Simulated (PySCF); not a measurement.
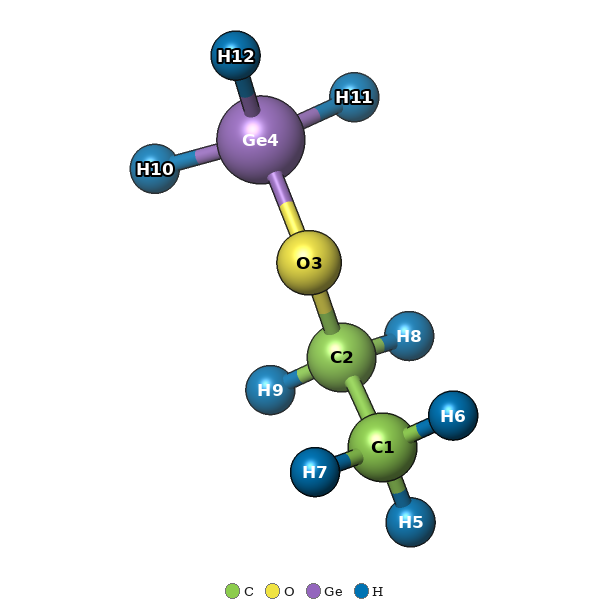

The geometry was computed by an optimisation with PBE0-D3(BJ)/def2-SVP. No frequency run is at hand to confirm it as a minimum. Properties computed with delta-SCF UKS SCAN, pcX-2 on the ionised atom, pcseg-1 elsewhere, spin-free X2C (PySCF 2.14.0).

Give the core-electron binding energies (to vacuum) of C1 1s, C2 1s, O3 1s.

| atom | level | binding energy (eV) |
| --- | --- | --- |
| C1 | 1s | 290.6 |
| C2 | 1s | 292.1 |
| O3 | 1s | 537.4 |
